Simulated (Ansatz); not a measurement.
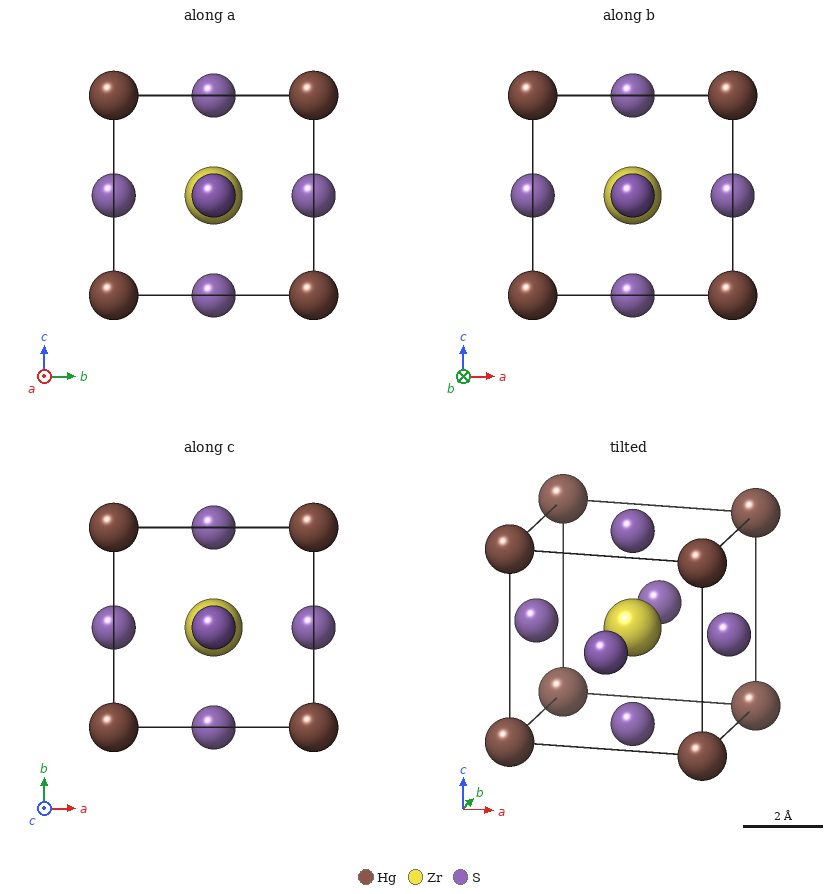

The crystal in a spheres-only representation, seen along the a axis, along the b axis, along the c axis and slightly off an axis. Lines trace the edges of the conventional unit cell.

Lattice parameters: a = 5.120 Å, b = 5.120 Å, c = 5.120 Å, α = 90.00°, β = 90.00°, γ = 90.00°. Put a along x and b in the xy plane.

Record the structure as a POSCAR file.

Answer.
```
Hg Zr S
1.0
     5.120    0.000    0.000
     0.000    5.120    0.000
     0.000    0.000    5.120
Hg Zr S
1 1 3
Direct
  0.0000 0.0000 0.0000
  0.5000 0.5000 0.5000
  0.5000 0.5000 0.0000
  0.5000 0.0000 0.5000
  0.0000 0.5000 0.5000
```

The model was built from a structure type filled with these elements by a generator (whether the compound takes this form wasn't checked). Earlier steps of the study may have refined or changed the cell and positions. It went into a calculation with Ansatz.

At this level of theory the cell isn't at rest (stretched, at -7 GPa), so its distances can differ from those at equilibrium, the more so the softer the solid.
